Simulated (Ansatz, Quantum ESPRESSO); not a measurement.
# Mo2CO2 MXene, 1 layer: response to a perpendicular field, part 7 of 7

How does Mo2CO2 MXene, 1 layer respond to a gate-like field without added charge?

Quantum ESPRESSO 7.5; plane-wave DFT, vdW-DF-cx, GBRV ultrasoft pseudopotentials made under PBE; geometry and cross-check by Ansatz 0.2.0 with PAW datasets.

So far. Step 14 (Valence density): The density integrates to 44.000 electrons, as the 44 of the input ask. Step 19 (Cross-check with Ansatz: field 0.1 V/Å): At 0.1 V/Å Ansatz's dipole is 0.0251 e Å against 0.0252 from pw.x, under another functional.

## (23) Self-consistent run, with ecutwfc = 8 and ecutrho = 56

Another try, with an input changed as a hurried user might.

Input file f1.bad.in:

```
&control
  prefix = 'f1.bad'
  outdir = './out'
  pseudo_dir = './pseudo'
  calculation = 'scf'
  tprnfor = .true.
  tefield = .true.
  dipfield = .true.
/
&system
  ibrav = 0
  nat = 5
  ntyp = 3
  ecutwfc = 8
  ecutrho = 56
  input_dft = 'vdw-df-cx'
  occupations = 'smearing'
  smearing = 'fd'
  degauss = 0.004
  edir = 3
  emaxpos = 0.97
  eopreg = 0.04
  eamp = 0.00194469
/
&electrons
  conv_thr = 1e-09
  mixing_beta = 0.4
  electron_maxstep = 100
  mixing_mode = 'plain'
/
ATOMIC_SPECIES
  O   15.9990  o_pbe_v1.2.uspp.F.UPF
  Mo  95.9500  mo_pbe_v1.uspp.F.UPF
  C   12.0110  c_pbe_v1.2.uspp.F.UPF
CELL_PARAMETERS angstrom
  3.09190257887328 0.00000000000000 0.00000000000000
  -1.54595128943664 2.67766617933088 -0.00000000000000
  0.00000000000000 -0.00000000000000 21.51903931870000
ATOMIC_POSITIONS crystal
  O   0.333333333333 0.666666666667 0.396062257604
  Mo  0.666666666667 0.333333333333 0.448057132490
  C   0.000000000000 0.000000000000 0.499999999456
  Mo  0.333333333333 0.666666666667 0.551942862246
  O   0.666666666667 0.333333333333 0.603937748203
K_POINTS automatic
  12 12 1 0 0 0
```

Launch:

```sh
> OMP_NUM_THREADS=1 mpirun -n 4 pw.x -nk 4 -in f1.bad.in > f1.bad.out
```

Output:

```text
[banner, memory and clock lines left out]
Program PWSCF v.7.5 starts
[citation notice left out]

[...]
bravais-lattice index     =            0
     lattice parameter (alat)  =       5.8428  a.u.
     unit-cell volume          =    1202.2692 (a.u.)^3
     number of atoms/cell      =            5
     number of atomic types    =            3
     number of electrons       =        44.00
     number of Kohn-Sham states=           26
     kinetic-energy cutoff     =       8.0000  Ry
     charge density cutoff     =      56.0000  Ry
     scf convergence threshold =      1.0E-09
     mixing beta               =       0.4000
     number of iterations used =            8  plain     mixing
     Exchange-correlation= VDW-DF-CX
                           (   1   4  27   0   1   0   0)

[...]
PseudoPot. # 1 for O  read from file:
     ./pseudo/o_pbe_v1.2.uspp.F.UPF
     Pseudo is Ultrasoft + core correction, Zval =  6.0
     Generated by new atomic code, or converted to UPF format
     Using radial grid of  737 points,  5 beta functions with:
                l(1) =   0
                l(2) =   0
                l(3) =   1
                l(4) =   1
                l(5) =   2
     Q(r) pseudized with  8 coefficients,  rinner =    0.900   0.900   0.900
                                                       0.900   0.900

     PseudoPot. # 2 for Mo read from file:
     ./pseudo/mo_pbe_v1.uspp.F.UPF
     Pseudo is Ultrasoft + core correction, Zval = 14.0
     Generated by new atomic code, or converted to UPF format
     Using radial grid of  889 points,  6 beta functions with:
                l(1) =   0
                l(2) =   0
                l(3) =   1
                l(4) =   1
                l(5) =   2
                l(6) =   2
     Q(r) pseudized with  6 coefficients,  rinner =    1.000   1.000   1.000
                                                       1.000   1.000

     PseudoPot. # 3 for C  read from file:
     ./pseudo/c_pbe_v1.2.uspp.F.UPF
     Pseudo is Ultrasoft + core correction, Zval =  4.0
     Generated by new atomic code, or converted to UPF format
     Using radial grid of  721 points,  4 beta functions with:
                l(1) =   0
                l(2) =   0
                l(3) =   1
                l(4) =   1
     Q(r) pseudized with  8 coefficients,  rinner =    1.100   1.100   1.100

     atomic species   valence    mass     pseudopotential
     O                 6.00    15.99900     O ( 1.00)
     Mo               14.00    95.95000     Mo( 1.00)
     C                 4.00    12.01100     C ( 1.00)

     No symmetry found

[...]
number of k points=    74  Fermi-Dirac smearing, width (Ry)=  0.0040
[...]
Dense  grid:     8407 G-vectors     FFT dimensions: (  15,  15, 100)

     Smooth grid:     3613 G-vectors     FFT dimensions: (  12,  12,  75)

     Check: negative core charge=   -0.000230

     Initial potential from superposition of free atoms

     starting charge      43.9978, renormalised to      44.0000

     negative rho (up, down):  1.646E-01 0.000E+00

     %%%%%%%%%%%%%%%%%%%%%%%%%%%%%%%%%%%%%%%%%%%%%%%%%%%%%%%%%%%%%%%%%%%%%%%%
     %                                                                      %
     % You are using vdW-DF, which was implemented by the Thonhauser group. %
     % possible and the two reviews that describe the various versions:     %
     %                                                                      %
     %                                                                      %
     % If you are calculating stress with vdW-DF, please also cite:         %
     %                                                                      %
     %                                                                      %
     %%%%%%%%%%%%%%%%%%%%%%%%%%%%%%%%%%%%%%%%%%%%%%%%%%%%%%%%%%%%%%%%%%%%%%%%

     %%%%%%%%%%%%%%%%%%%%%%%%%%%%%%%%%%%%%%%%%%%%%%%%%%%%%%%%%%%%%%%%%%%%%%%%
     %                                                                      %
     %  vdW-DF NEWS:                                                        %
     %                                                                      %
     %  * vdW-DF3 is now available. DOI: 10.1021/acs.jctc.0c00471           %
     %    use with input_dft = 'vdW-DF3-opt1' or 'vdW-DF3-opt2'             %
     %                                                                      %
     %  * Unscreened and range-separated hybrid vdW-DF-cx functionals       %
     %    DOI: 10.1063/1.4986522 and 10.1088/1361-648X/ac2ad2               %
     %    use with input_dft = 'vdW-DF-cx0'    and 'vdW-DF-ahcx'            %
     %  * Unscreened and range-separated hybrid vdW-DF2-b86r functionals    %
     %    DOI: 10.1063/1.4986522 and DOI: 10.1103/PhysRevX.12.041003        %
     %    use with input_dft = 'vdW-DF2-br0' and 'vdW-DF2-ahbr'             %
     %                                                                      %
     %%%%%%%%%%%%%%%%%%%%%%%%%%%%%%%%%%%%%%%%%%%%%%%%%%%%%%%%%%%%%%%%%%%%%%%%

     Adding external electric field

     Computed dipole along edir(3) :
        Dipole                0.0001 Ry au,          0.0003 Debye
        Dipole field          0.0000 Ry au,

        E field amplitude [Ha a.u.]:  1.9447E-03
        Potential amp.        0.1518 Ry
        Total length         39.0385 bohr

     Starting wfcs are   38 randomized atomic wfcs

     per-process dynamical memory:    17.5 Mb

     Self-consistent Calculation

     iteration #  1     ecut=     8.00 Ry     beta= 0.40
     Davidson diagonalization with overlap
     ethr =  1.00E-02,  avg # of iterations =  3.4

     negative rho (up, down):  8.518E-02 0.000E+00

     Adding external electric field

     Computed dipole along edir(3) :
        Dipole                1.8213 Ry au,          4.6293 Debye
        Dipole field          0.0190 Ry au,

        E field amplitude [Ha a.u.]:  1.9447E-03
        Potential amp.       -1.3345 Ry
        Total length         39.0385 bohr

     total energy              =    -337.54007048 Ry
     estimated scf accuracy    <       8.72414123 Ry

     iteration #  2     ecut=     8.00 Ry     beta= 0.40
[...]
negative rho (up, down):  6.007E-02 0.000E+00

[...]
Dipole               -1.0177 Ry au,         -2.5868 Debye
[...]
E field amplitude [Ha a.u.]:  1.9447E-03
[...]
total energy              =    -334.46156041 Ry
     estimated scf accuracy    <      37.08429660 Ry

     iteration #  3     ecut=     8.00 Ry     beta= 0.40
[...]
negative rho (up, down):  5.177E-02 0.000E+00

[...]
Dipole               -0.6214 Ry au,         -1.5796 Debye
[...]
E field amplitude [Ha a.u.]:  1.9447E-03
[...]
total energy              =    -335.19149251 Ry
     estimated scf accuracy    <      60.46083597 Ry

     iteration #  4     ecut=     8.00 Ry     beta= 0.40
[...]
negative rho (up, down):  5.483E-02 0.000E+00

[...]
Dipole               -0.9517 Ry au,         -2.4189 Debye
[...]
E field amplitude [Ha a.u.]:  1.9447E-03
[...]
total energy              =    -338.08255734 Ry
     estimated scf accuracy    <       6.53961198 Ry

     iteration #  5     ecut=     8.00 Ry     beta= 0.40
[...]
negative rho (up, down):  5.949E-02 0.000E+00

[...]
Dipole               -0.6805 Ry au,         -1.7298 Debye
[...]
E field amplitude [Ha a.u.]:  1.9447E-03
[...]
total energy              =    -338.31240710 Ry
     estimated scf accuracy    <       0.58166987 Ry

     iteration #  6     ecut=     8.00 Ry     beta= 0.40
[...]
negative rho (up, down):  7.637E-02 0.000E+00

[...]
Dipole               -0.3964 Ry au,         -1.0075 Debye
[...]
E field amplitude [Ha a.u.]:  1.9447E-03
[...]
total energy              =    -338.24206382 Ry
     estimated scf accuracy    <       0.19786809 Ry

[...]
iteration # 15     ecut=     8.00 Ry     beta= 0.40
[...]
negative rho (up, down):  1.009E-01 0.000E+00

[...]
Dipole                0.0731 Ry au,          0.1857 Debye
[...]
E field amplitude [Ha a.u.]:  1.9447E-03
[...]
total energy              =    -338.24718495 Ry
     estimated scf accuracy    <       0.00000064 Ry

     iteration # 16     ecut=     8.00 Ry     beta= 0.40
[...]
negative rho (up, down):  1.009E-01 0.000E+00

[...]
Dipole                0.0733 Ry au,          0.1863 Debye
[...]
E field amplitude [Ha a.u.]:  1.9447E-03
[...]
total energy              =    -338.24718539 Ry
     estimated scf accuracy    <       0.00000006 Ry

     iteration # 17     ecut=     8.00 Ry     beta= 0.40
[...]
negative rho (up, down):  1.009E-01 0.000E+00

[...]
Dipole                0.0733 Ry au,          0.1863 Debye
[...]
E field amplitude [Ha a.u.]:  1.9447E-03
[...]
total energy              =    -338.24718561 Ry
     estimated scf accuracy    <          9.2E-09 Ry

     iteration # 18     ecut=     8.00 Ry     beta= 0.40
[...]
negative rho (up, down):  1.009E-01 0.000E+00

[...]
Dipole                0.0733 Ry au,          0.1864 Debye
[...]
E field amplitude [Ha a.u.]:  1.9447E-03
[...]
End of self-consistent calculation

          k = 0.0000 0.0000 0.0000 (   475 PWs)   bands (ev):

   -72.7677 -72.0082 -42.2743 -42.2743 -41.7030 -40.7499 -40.7499 -39.5956
   -29.5455 -29.0364 -15.4268  -9.0652  -7.0325  -7.0325  -6.2891  -5.6525
    -5.6525  -3.7753  -3.7753  -3.0319  -3.0319  -2.7662  -0.4408   0.2931
     0.2931   1.2750

          k = 0.0000 0.0962 0.0000 (   483 PWs)   bands (ev):

   -72.8422 -72.1389 -42.4792 -42.4640 -41.9465 -41.1348 -41.0135 -39.8618
   -29.5750 -29.2188 -15.4918  -8.9952  -7.3129  -7.2808  -6.1113  -6.0072
    -5.8322  -4.6271  -4.4299  -3.0599  -2.7516  -2.6576  -0.5284  -0.0764
     0.1145   1.0263

[...]
the Fermi energy is    -0.1241 ev

!    total energy              =    -338.24718626 Ry
     estimated scf accuracy    <          1.7E-10 Ry
     smearing contrib. (-TS)   =      -0.00171631 Ry
     internal energy E=F+TS    =    -338.24546995 Ry

     The total energy is F=E-TS. E is the sum of the following terms:
     one-electron contribution =   -3171.33650152 Ry
     hartree contribution      =    1577.73084834 Ry
     xc contribution           =     -52.02225837 Ry
     ewald contribution        =    1307.38267061 Ry
     electric field correction =      -0.00022902 Ry

     convergence has been achieved in  18 iterations

     negative rho (up, down):  1.009E-01 0.000E+00

     Forces acting on atoms (cartesian axes, Ry/au):

     atom    1 type  1   force =     0.00000008   -0.00000025   -0.15831928
     atom    2 type  2   force =     0.00000021    0.00000023   -0.08909170
     atom    3 type  3   force =    -0.00000009    0.00000011   -0.00036102
     atom    4 type  2   force =    -0.00000019    0.00000008    0.09008723
     atom    5 type  1   force =     0.00000000   -0.00000017    0.15768477

     Total force =     0.256871     Total SCF correction =     0.000365

[...]
```

The job ended after 43 s (4 MPI ranks of Arm Neoverse N1, shared host; peak memory 0.25 GiB; 2.9 min of CPU time).

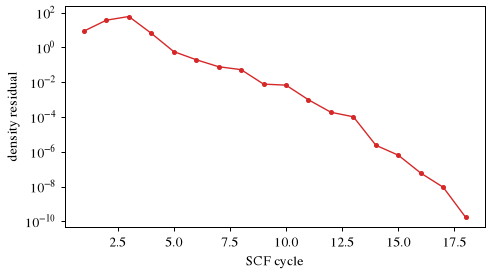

Residual by cycle in this run.

The cycle converged. A setting was moved off its sound value on purpose, so this run is a test.

The fault put into the input: a cutoff far too low (system.ecutwfc = 8 and system.ecutrho = 56).

Beside the run it was changed from:

```csv
quantity,this run,unchanged run,difference
dipole along the normal (e·Å),0.03881,0.02521,0.014
free energy (eV),-4602.087,-4825.979,224
wall time (s),43,159,
SCF iterations,18,13,
```

The free energy moves by +4.5e+04 meV an atom.

This run starts from superposed atoms, the unchanged one from a saved density, so their iteration counts don't compare.

The physical values in this table move by up to 54 %.

## (24) A check by hand

α = Δp/E = (0.02521 − (-0.00002)) e Å / 0.1 V/Å = 0.2523 e Å²/V; times e/(4πε₀) = 14.40 V Å this is 3.633 Å³. With A = 8.279 Å², 4πα/A = 5.515 Å.

## (25) Results

```json
{
 "polarisability along the normal, a cell": "3.63 Å³",
 "sheet polarisability 4πα/A": "5.52 Å",
 "dipole without a field": "0 e·Å",
 "gap along the path at 0 V/Å": "none, the bands overlap",
 "gap along the path at 0.2 V/Å": "none, the bands overlap",
 "gap along the path at 0.4 V/Å": "none, the bands overlap"
}
```

The sheet answers a field with a polarisability of 3.63 Å³ a cell, or 4πα/A = 5.52 Å (vdW-DF-cx, GBRV ultrasoft (made under PBE)). In pw.x the dipole follows the field linearly over the range tried. A perfect conductor 5.52 Å thick would screen alike; the outer atoms lie 4.47 Å apart. At 0.1 V/Å the sheet takes 0.552 eV off the potential drop. Quantum ESPRESSO and Ansatz give 3.634 and 3.611 Å³ for the polarisability (pw.x from 0 and 0.1 V/Å, Ansatz from ±0.1 V/Å, under PBE), which agree. The ions stay at their zero-field places, so this is the electrons' response alone. Without a field the sheet has no gap. Spin-orbit coupling is left out; depending on the atoms that carry the levels of interest, it can split and shift them by tens to hundreds of meV. The runs have no spin polarisation, although Mo can carry a moment.

[Logs are printed without paths, hosts, clocks, repeated set-up lines and the standing remarks that a program may print on its own settings, such as how far it seeks lower states.]

[Hosts, paths, dates, database ids (printed as entryN), source tags and the programs' standing remarks are cut or masked in the printed files.]

[Maps of the electrostatic potential energy from Ansatz leave out the sawtooth potential of an applied field or a dipole correction, so their vacuum need not be flat; planar profiles and work functions include it.]
